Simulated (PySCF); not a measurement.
Molecule: C₄H₁₁ClSi₂, SMILES C=CC[SiH2][SiH2]CCl.

Simulated rotational absorption lines between 6 and 18 GHz at 5 K: rigid rotor with the equilibrium constants and dipole of one optimised conformer (PBE0-D3(BJ)/def2-SVP, PySCF), commonest isotopes; no centrifugal distortion, hyperfine structure, internal rotation or nuclear-spin weights; lines within 1 MHz of each other are summed.

Question: What are the rotational constants, and what kind of rotor is it?

Answer: Rotational constants A, B, C = 1.494, 1.064, 0.8199 GHz; Ray's κ = −0.28, an asymmetric top on the prolate side.

Question: Which dipole components drive the lines?

Answer:
|μa|, |μb|, |μc| = 0.75, 0.07, 1.22 D; c-type lines carry 61 % of the intensity in this range.

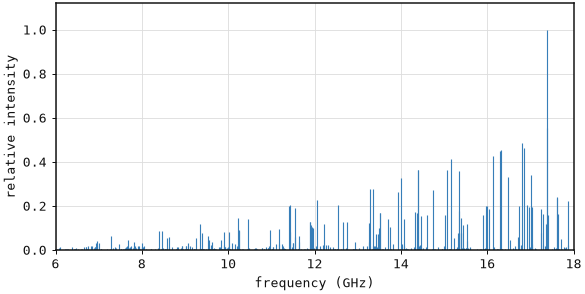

Note: coarse grid, loose stop and no frequency check, small forces are noise and the end may be a saddle.
